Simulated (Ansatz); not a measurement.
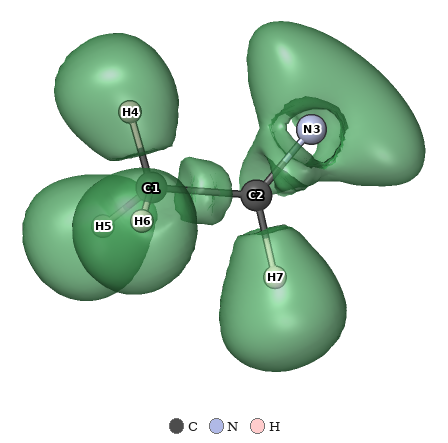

Figure 1: C2H4N (SMILES CC=[N-]) (charge −1). Isosurface of the electron localisation function at 0.75 (green), seen at a tilt. Only the valence region is drawn (cores and ρ < 0.01 e/Å³ removed).

Geometry: r2SCAN-D4/def2-SVPD; the highest occupied orbital lies above zero, a sign that basis and functional describe the outermost electron poorly.

These are results of Ansatz 0.2.0, isolated molecule in a Gaussian basis; Kohn-Sham density functional theory, functional PBE0, not measurements.

```xyz
7

C     0.1942    1.2317   -0.1775
C     0.9578    2.5771   -0.1868
N     0.4851    3.7152   -0.3135
H    -0.8869    1.4108   -0.3036
H     0.5530    0.5656   -0.9901
H     0.3671    0.6833    0.7723
H     2.0997    2.3220   -0.0484
```

**Describe the localisation domains.**

The ELF exceeds this value in one region between bonded C–C atoms (shared pairs), four regions around hydrogen nuclei and one region on N in which the atom's valence shell and bonds are merged.

Values along the shortest contacts:
C–N (1.24 Å): the ELF peaks at about 0.90 between the atoms; a multiple bond. C–C (1.55 Å): the ELF peaks at about 0.95 between the atoms; a shared electron pair.
